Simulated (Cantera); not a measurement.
Input: 1 mol Cr, 0.2 mol N2, 280 mol H2, 9.9 mol NH3, equilibrated at 0.160 bar.

Method: chemical equilibrium by Gibbs-energy minimisation in Cantera with the NASA 1993 tables (ideal gas, pure condensed phases). Candidate condensed phases: Cr, CrN, Cr2N; 11 gas species. The numbers say what is thermodynamically allowed, not how fast it happens.

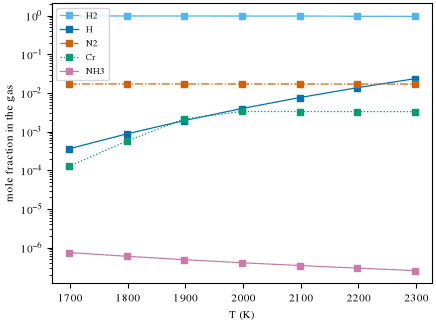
Equilibrium gas composition (values under 1e-9 drawn at 1e-9)

Question: Read off the mole fractions at 2098 K.

Answer: H2 about 0.97, N2 about 0.017, H about 0.0076, Cr about 0.0033, NH3 about 3.4e-7.
